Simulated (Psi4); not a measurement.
# InH3Br− (SMILES [H][In-]([H])([H])[Br]): HF/def2-TZVP (core potential)

What is the energy change on altering one bond length of InH3Br− at HF/def2-TZVP (core potential)? 

Program for the calculation: Psi4 1.11.

2 further runs of the same task are left out: 2 set aside as unsound or not needed.

## 1. The system as given

InH3Br−: 5 atoms, total charge -1, spin state singlet. SMILES: `[H][In-]([H])([H])[Br]`. Geometry: a GFN2-xTB relaxation, a rough one for these elements and not checked as a minimum.

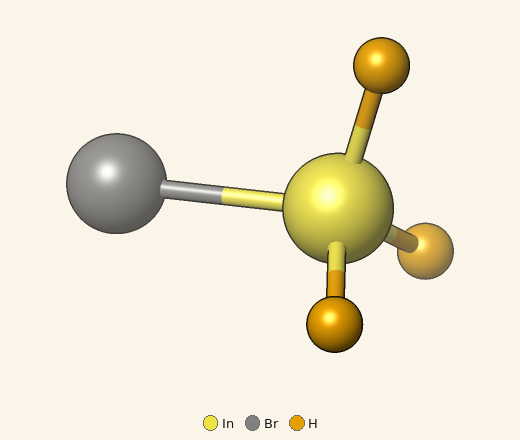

Viewed from a chosen angle; indium yellow, bromine grey, hydrogen amber.

## 2. Energy and gradient at HF/def2-TZVP (core potential)

File job.json:

```json
{
 "schema_name": "qcschema_input",
 "schema_version": 1,
 "molecule": {
  "schema_name": "qcschema_molecule",
  "schema_version": 2,
  "symbols": ["In", "Br", "H", "H", "H"],
  "geometry": [-0.00650066, 0.00587705, -0.3974283, 0.02178854, -0.03943858, 4.28538862, 3.06171537, 0.01201866, -1.3116589, -1.55375172, 2.67615455, -1.26033394, -1.52327043, -2.65459277, -1.31594858],
  "molecular_charge": -1,
  "molecular_multiplicity": 1,
  "fix_symmetry": "c1",
  "fix_com": true,
  "fix_orientation": true
 },
 "driver": "gradient",
 "model": {
  "method": "hf",
  "basis": "def2-TZVP"
 },
 "keywords": {
  "puream": true,
  "e_convergence": 1e-09,
  "d_convergence": 1e-08,
  "scf_type": "pk",
  "scf_properties": ["MAYER_INDICES", "QUADRUPOLE", "MULLIKEN_CHARGES"]
 }
}
```

On the command line:

```console
$ psi4 --qcschema job.json -n 1 --memory 1600MB
```

stdout:

```text
[...]
    !!!  WARNING: ECP capability is in beta. Please check occupations closely.  !!!
[...]
  Running in c1 symmetry.
[...]
  Nuclear repulsion =  193.671025069647783
[...]
  Multiplicity = 1
[...]
  Nalpha       = 30
  Nbeta        = 30
[...]
    Number of basis functions: 116
[...]
   @RHF iter   1: -2763.12683963536301   -2.71337e+00   1.11755e-02 ADIIS/DIIS
[...]
   @RHF iter  11: -2763.43870040899992   -4.54747e-13   2.91628e-09 DIIS
[...]
    Orbital Energies [Eh]
    ---------------------
    Doubly Occupied:
       1A   -489.800242     2A    -64.943714     3A    -58.298279
       4A    -58.297939     5A    -58.297939     6A     -9.617514
       7A     -7.227036     8A     -7.224730     9A     -7.224729
      10A     -5.172172    11A     -3.430654    12A     -3.426761
      13A     -3.426715    14A     -2.968064    15A     -2.966997
      16A     -2.966995    17A     -2.964419    18A     -2.964419
      19A     -0.841248    20A     -0.820946    21A     -0.820782
      22A     -0.811139    23A     -0.811046    24A     -0.770650
      25A     -0.392473    26A     -0.245172    27A     -0.244805
      28A     -0.238234    29A     -0.196708    30A     -0.196152
[...]
  @RHF Final Energy: -2763.43870040899992
   => Energetics <=
    Nuclear Repulsion Energy =            193.6710250696477829
    One-Electron Energy =               -4319.0021117415717526
    Two-Electron Energy =                1361.8923862629242194
    Total Energy =                      -2763.4387004089994662
[...]
 Multipole Moments:
 ------------------------------------------------------------------------------------
     Multipole            Electronic (a.u.)      Nuclear  (a.u.)        Total (a.u.)
 ------------------------------------------------------------------------------------
 L = 1.  Multiply by 2.5417464519 to convert [e a0] to [Debye]
 Dipole X            :         -0.6222500            0.6107783           -0.0114717
 Dipole Y            :          1.2355854           -1.2233518            0.0122336
 Dipole Z            :       -139.0104464          137.7546660           -1.2557804
 Magnitude           :                                                    1.2558924
 L = 2.  Multiply by 1.3450342976 to convert [e a0^2] to [Debye ang]
 Quadrupole XX       :        -54.4931624           14.1261016          -40.3670608
 Quadrupole XY       :          0.1288221           -0.1084975            0.0203246
[...]
  Mulliken Charges: (a.u.)
   Center  Symbol    Alpha    Beta     Spin     Total
       1    IN    10.19385 10.19385  0.00000  0.61230
       2    BR    17.83872 17.83872  0.00000 -0.67744
       3     H     0.65609  0.65609  0.00000 -0.31218
       4     H     0.65549  0.65549  0.00000 -0.31098
       5     H     0.65585  0.65585  0.00000 -0.31169
   Total alpha = 30.00000, Total beta = 30.00000, Total charge = -1.00000
  Mayer Bond Indices:
[...]
  -Total Gradient:
     Atom            X                  Y                   Z
    ------   -----------------  -----------------  -----------------
       1       -0.000084730259    -0.000942233448     0.018649346167
       2       -0.000171329848     0.000362163555    -0.038215127183
       3       -0.022828530436    -0.000316834506     0.006637643830
       4        0.011220315274    -0.019245838665     0.006136820715
       5        0.011864275271     0.020142743062     0.006791316283
[...]
```

The result, in JSON:

```text
{
 "driver": "gradient",
 "model": {
  "method": "hf",
  "basis": "def2-TZVP"
 },
 "success": true,
 "return_result": [-8.473025866026062e-05, -0.0009422334475761506, 0.018649346166511004, -0.00017132984845070825, 0.00036216355521209373, -0.03821512718251173, -0.022828530436291544, -0.00031683450632183054, 0.006637643829583102, 0.011220315274138477, -0.01924583866463908, 0.006136820715201968, 0.011864275271261923, 0.020142743061902835, 0.006791316282645038],
 "properties": {
  "calcinfo_nbasis": 116,
  "calcinfo_nmo": 116,
  "calcinfo_nalpha": 30,
  "calcinfo_nbeta": 30,
  "calcinfo_natom": 5,
  "nuclear_repulsion_energy": 193.67102506964778,
  "return_energy": -2763.438700409,
  "return_gradient": [-8.473025866026062e-05, -0.0009422334475761506, 0.018649346166511004, -0.00017132984845070825, 0.00036216355521209373, -0.03821512718251173, -0.022828530436291544, -0.00031683450632183054, 0.006637643829583102, 0.011220315274138477, -0.01924583866463908, 0.006136820715201968, 0.011864275271261923, 0.020142743061902835, 0.006791316282645038],
  "scf_one_electron_energy": -4319.002111741572,
  "scf_two_electron_energy": 1361.8923862629242,
  "scf_dipole_moment": [-0.01147169904490919, 0.012233582470625448, -1.2557803898826876],
  "scf_total_energy": -2763.438700409,
  "scf_total_gradient": [-8.473025866026062e-05, -0.0009422334475761506, 0.018649346166511004, -0.00017132984845070825, 0.00036216355521209373, -0.03821512718251173, -0.022828530436291544, -0.00031683450632183054, 0.006637643829583102, 0.011220315274138477, -0.01924583866463908, 0.006136820715201968, 0.011864275271261923, 0.020142743061902835, 0.006791316282645038],
  "scf_iterations": 11
 }
}
```

It took 16 s on 1 thread of Intel Xeon 6975P-C (Granite Rapids), shared host; peak memory 0.58 GiB.

## 3. The distorted shape at the same level

File calc.dat:

```
memory 1600 mb

molecule system {
  -1 1
  In
  Br 1 2.478201
  H 1 1.948299 2 106.24655
  H 1 1.695761 3 112.59622 2 115.94099
  H 1 1.691909 4 112.76619 3 -127.89534
  symmetry c1
  no_reorient
  no_com
}

set reference rhf
set puream true
set e_convergence 1e-09
set d_convergence 1e-08
set scf_type pk

E, wfn = gradient('hf/def2-TZVP', return_wfn=True)
oeprop(wfn, 'QUADRUPOLE', 'DIPOLE', 'MULLIKEN_CHARGES')
print_variables()
```

On the command line:

```console
$ psi4 calc.dat calc.out -n 1
```

calc.out, cut to the lines that bear on the results:

```text
[...]
    !!!  WARNING: ECP capability is in beta. Please check occupations closely.  !!!
[...]
  Running in c1 symmetry.
[...]
  Nuclear repulsion =  192.503639684219195
[...]
  Multiplicity = 1
[...]
  Nalpha       = 30
  Nbeta        = 30
[...]
    Number of basis functions: 116
[...]
   @RHF iter   1: -2763.13668817406278   -2.77719e+00   1.10974e-02 DIIS/ADIIS
[...]
   @RHF iter  11: -2763.43736152066549   -5.00222e-12   3.83047e-09 DIIS
[...]
  @RHF Final Energy: -2763.43736152066549
   => Energetics <=
    Nuclear Repulsion Energy =            192.5036396842191948
    One-Electron Energy =               -4316.3337571894689972
    Two-Electron Energy =                1360.3927559845847099
    Total Energy =                      -2763.4373615206654904
[...]
  -Total Gradient:
     Atom            X                  Y                   Z
    ------   -----------------  -----------------  -----------------
       1        0.000744468320    -0.037927748373     0.027674707082
       2        0.000013495044    -0.000586078554    -0.035714709367
       3        0.000219819332     0.020957516143    -0.005505245995
       4        0.018587770141     0.008495022829     0.006637275529
       5       -0.019565552836     0.009061287955     0.006907973026
[...]
 Multipole Moments:
 ------------------------------------------------------------------------------------
     Multipole            Electronic (a.u.)      Nuclear  (a.u.)        Total (a.u.)
 ------------------------------------------------------------------------------------
 L = 1.  Multiply by 2.5417464519 to convert [e a0] to [Debye]
 Dipole X            :         -0.0086705            0.0070628           -0.0016076
 Dipole Y            :         -0.6973012            0.3360735           -0.3612277
 Dipole Z            :        -50.8107944           51.1597292            0.3489348
 Magnitude           :                                                    0.5022385
 L = 2.  Multiply by 1.3450342976 to convert [e a0^2] to [Debye ang]
 Quadrupole XX       :        -54.5488933           14.2098703          -40.3390230
 Quadrupole XY       :         -0.0989859            0.0783309           -0.0206550
[...]
  Mulliken Charges: (a.u.)
   Center  Symbol    Alpha    Beta     Spin     Total
[...]
```

Wall time 15 s (1 thread of Intel Xeon 6975P-C (Granite Rapids), shared host); peak memory 0.58 GiB.

## 4. Summary of results

Level: HF/def2-TZVP (core potential).

| quantity | value |
| --- | --- |
| first shape: total energy | -2763.43870 Eh |
| first shape: HOMO energy | -5.34 eV |
| first shape: LUMO energy | 5.79 eV |
| first shape: HOMO–LUMO gap (to an unbound level, set by the basis) | 11.13 eV |
| first shape: largest force on an atom | 1.965 eV/Å |
| distorted shape: total energy | -2763.43736 Eh |
| distorted shape: HOMO energy | -5.16 eV |
| distorted shape: LUMO energy | 5.77 eV |
| distorted shape: HOMO–LUMO gap (to an unbound level, set by the basis) | 10.93 eV |
| distorted shape: largest force on an atom | 2.415 eV/Å |
| energy change with the In1–H3 bond stretched from 1.694 to 1.948 Å | 0.036 eV |

With the In1–H3 bond stretched from 1.694 to 1.948 Å the energy rises by 0.04 eV (0.8 kcal/mol). The first shape isn't relaxed at this level, so the change isn't measured from a minimum. The largest force (first shape) is 1.97 eV/Å: the shape isn't a stationary point for this species at this level.
